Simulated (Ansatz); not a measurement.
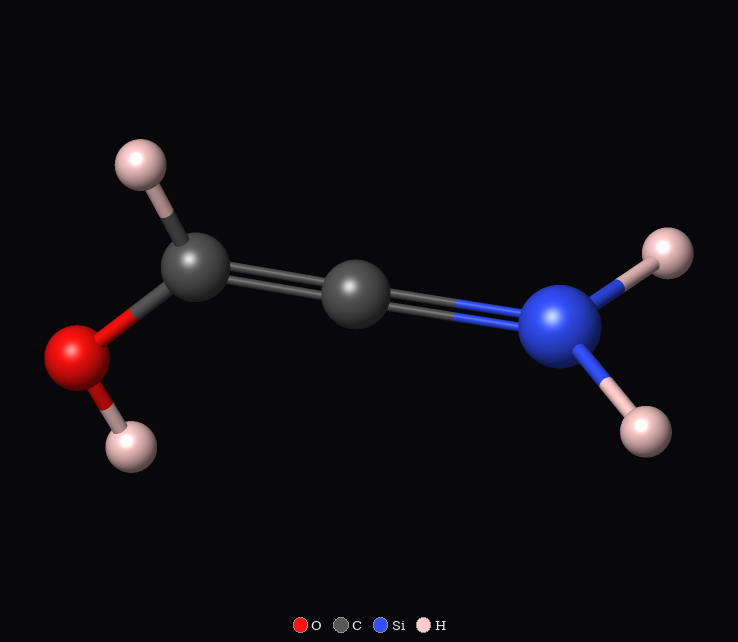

The picture comes from a calculation with Ansatz.

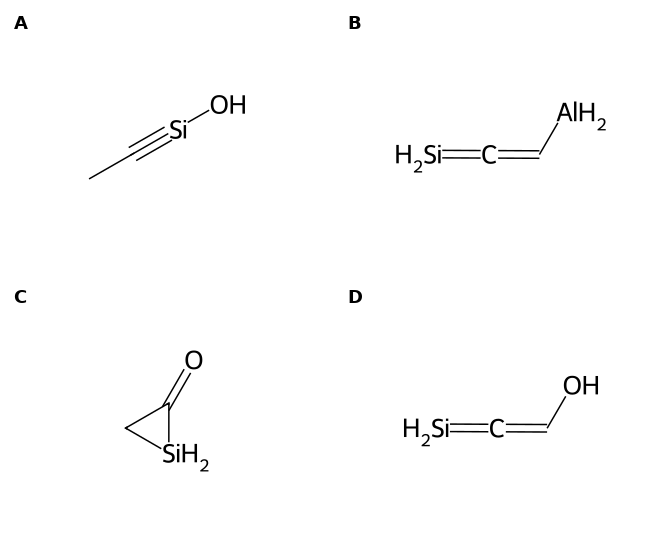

Which structural formula matches the 3D model?

D, `OC=C=[SiH2]`.
